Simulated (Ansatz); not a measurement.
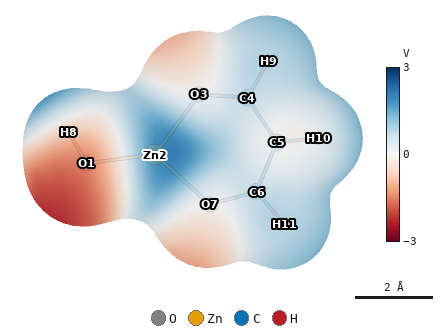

*C3H4O3Zn. The molecular electrostatic potential painted on the density surface at 0.002 e/bohr³, seen at a tilt; red is negative and blue positive.*

Geometry: PBE0-D4/def2-TZVP.

The calculation used RKS PBE0-D4/def2-TZVPP in Ansatz 0.2.0.

```xyz
11

O    -0.6147   -3.2932    0.5342
Zn   -0.2916   -1.5533    0.2380
O     0.1702   -0.0497    1.3951
C     0.3542    1.1157    0.9465
C     0.2709    1.5372   -0.3777
C    -0.0402    0.7021   -1.4472
O    -0.2921   -0.5343   -1.4102
H    -0.5516   -3.5402    1.4581
H     0.6087    1.8758    1.6970
H     0.4603    2.5810   -0.5890
H    -0.0740    1.1588   -2.4448
```

> Where is the surface potential most negative and most positive?

The most negative region (about −2.2 V, or −51 kcal/mol for a unit charge) lies over O1, the most positive (about +2.0 V, or +46 kcal/mol for a unit charge) over Zn2. O1 is the likeliest acceptor of a hydrogen bond.
